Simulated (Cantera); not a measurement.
Charge: 1 mol Si, a varied amount of Cl₂, 12 mol H₂, at 1600 K and 1350 Torr.

Method: chemical equilibrium by Gibbs-energy minimisation in Cantera with the NASA 1993 tables (ideal gas, pure condensed phases). Candidate condensed phases: Si; 19 gas species. The tables' values for SiCl₃ are old estimates; treat these amounts as uncertain. Kinetics and transport are ignored.

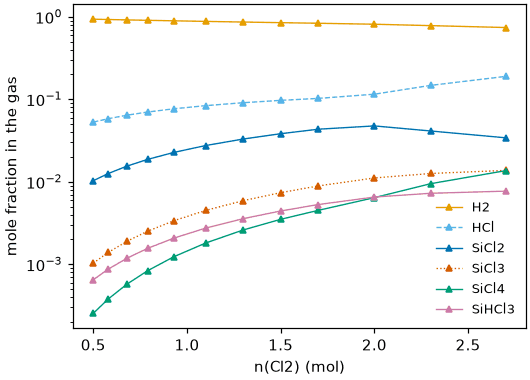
*Equilibrium gas composition (values under 1e-9 drawn at 1e-9)*

From 0.5 mol Cl₂ to 1.7 mol Cl₂ the condensed part is Si(s). From 2 mol Cl₂ to 2.7 mol Cl₂ nothing is condensed. The main Si-bearing gas is SiCl₂ throughout.
